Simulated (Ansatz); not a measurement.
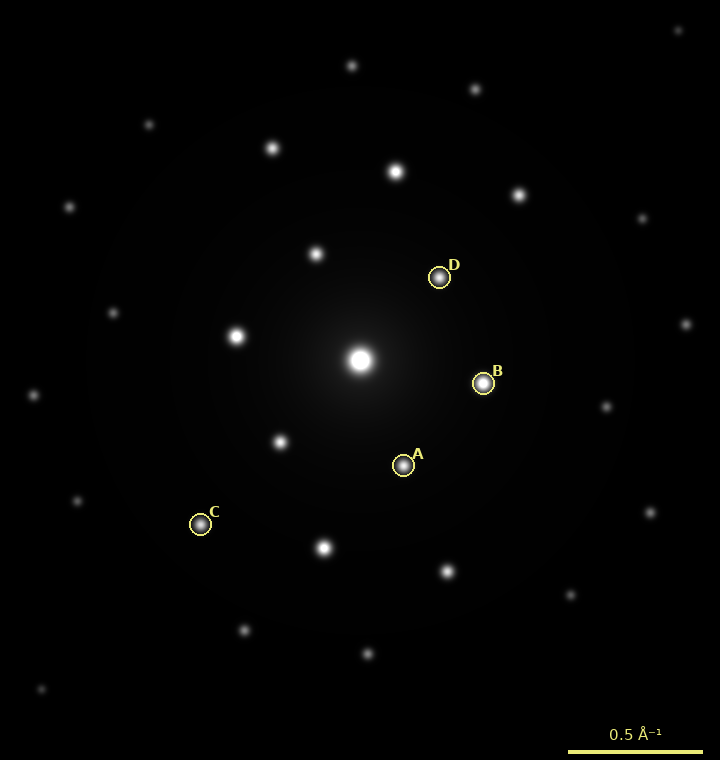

The pattern is a kinematic simulation for 100 kV electrons (no multiple scattering; isotropic B = 0.3 Å²). The zone axis points towards the electron source and the pattern is seen from the source side.

Crystal: Re, space group P6_3/mmc (No. 194), a = 2.784 Å, c = 8.975 Å (hexagonal axes). Structure: the geometry relaxed with DFT, revPBE, plane waves (420 eV) with PAW, scalar-relativistic (Ansatz 0.2.0); the starting structure was generated, so it need not be a known form of this composition.

```json
{"atom": "Re", "site": "2a", "symmetry": "-3m.", "x": "0.0000", "y": "0.0000", "z": "0.0000"}
{"atom": "Re", "site": "2c", "symmetry": "-6m2", "x": "0.3333", "y": "0.6667", "z": "0.2500"}
```

Spot A is indexed -1 1 1 and spot B -1 0 2.

Give hkl for C, D.

C = 2A − 2B = 0 2 -2 (d = 1.164 Å). D = −A + B = 0 -1 1 (d = 2.329 Å).

Find the zone axis.

The cross product of A and B is parallel to [211]; every spot obeys hu + kv + lw = 0.
